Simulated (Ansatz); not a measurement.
# CH6GeSSi: the cost of one run

Method: functionals in def2-TZVPP, the program's frozen cores in correlated methods; program: Ansatz 0.2.0, Gaussian basis.

Plan: PBE-D4, r2SCAN-D4, PBE0-D4, B3LYP-D4, ωB97X-V, ωB97M-V, B2PLYP; CCSD(T)/def2-TZVPP; MP2/def2-QZVPP; extrapolation to the limit.

**1. The relaxed structure**

All runs share one geometry, relaxed beforehand with PBE0-D4 in a triple-zeta def2 set.

SMILES `[GeH3][SiH]1CS1`, 10 atoms, charge 0, spin multiplicity 1.

Atoms are counted from 1 here; the program's logs count them from 0.

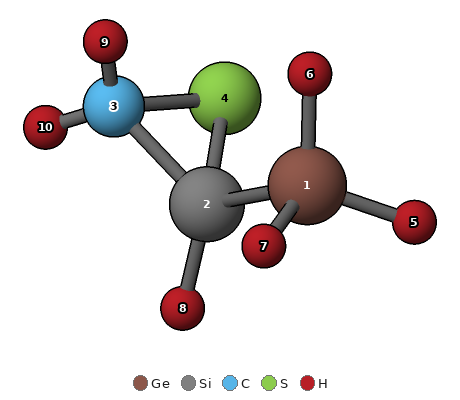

The geometry (germanium brown, silicon grey, carbon blue, sulfur green, hydrogen red); atoms are numbered from 1 in the order of the file.

**2. PBE-D4 (GGA)**

Input file in.yaml:

```yaml
crystal:
  periodic: [false, false, false]
  atoms:
    - {symbol: Ge, position_ang: [-1.202263, 1.334241, 0.270947]}
    - {symbol: Si, position_ang: [0.316685, -0.156820, -0.763962]}
    - {symbol: C, position_ang: [1.280824, -1.335036, 0.283677]}
    - {symbol: S, position_ang: [-0.084890, -2.208825, -0.613979]}
    - {symbol: H, position_ang: [-2.466824, 1.490288, -0.587044]}
    - {symbol: H, position_ang: [-1.584717, 0.760738, 1.642478]}
    - {symbol: H, position_ang: [-0.565012, 2.721960, 0.458764]}
    - {symbol: H, position_ang: [0.962877, 0.313872, -2.013922]}
    - {symbol: H, position_ang: [1.154236, -1.329588, 1.361979]}
    - {symbol: H, position_ang: [2.272185, -1.642030, -0.036038]}
basis:
  gaussian: {orbitals: def2-TZVPP}
hamiltonian: {xc: pbe, dispersion: d4}
output: {forces: true, orbitals: {seedname: orbitals}}
```

On the command line:

```
$ ansatz run in.yaml --threads 4 --pin off --events-out ev --progress --plain --max-ram 10444MiB
```

Q: Estimate wall time and peak memory on 4 threads of Arm Neoverse V1, shared host.

About 3.1 s, with a peak of 0.35 GiB.
